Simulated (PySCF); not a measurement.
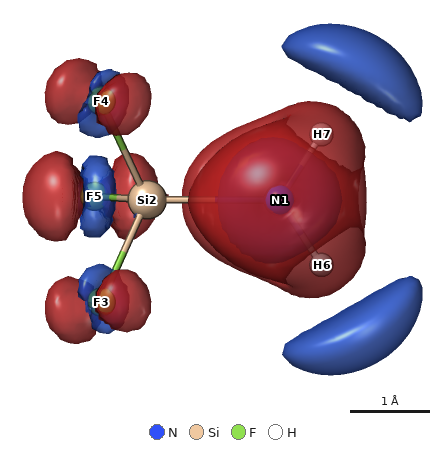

Figure 1: F3H2NSi, SMILES `N[Si](F)(F)F`. Dual descriptor f⁺ − f⁻ at ±0.02 e/Å³ (blue positive, red negative).

PySCF calculation, BP86/def2-TZVP, gas phase; geometry: GFN2-xTB. No frequency check shows the geometry to be a minimum.

Geometry (Å), atoms numbered from 1:

```
N1      -1.6875   -0.0006   -0.1737
Si2     -0.0069   -0.0001   -0.0064
F3       0.4673    1.2855    0.7817
F4       0.4687   -1.2845    0.7826
F5       0.8749   -0.0001   -1.3276
H6      -2.1948    0.8325   -0.4131
H7      -2.1939   -0.8352   -0.4125
```

Q: Which atoms come out as electrophilic, and which as nucleophilic?

A: Electrophilic (positive): H6 and H7 (+0.14) and Si2 (+0.08). Nucleophilic (negative): N1 (−0.25) and F5 (−0.06). f⁻ (Hirshfeld-condensed) is largest on N1 (0.36); the vertical ionisation energy is 11.34 eV (the stability of the cation's solution wasn't checked). f⁺ (Hirshfeld-condensed) is largest on H6 and H7 (0.24 each) and Si2 (0.23); the vertical electron affinity is −1.63 eV (the stability of the anion's solution wasn't checked; negative, but this basis has no diffuse functions, so it doesn't show that the anion is unbound).

The PySCF run took 83 s on 1 thread of Arm Neoverse V2, with other jobs on the host, peak memory 0.62 GiB.
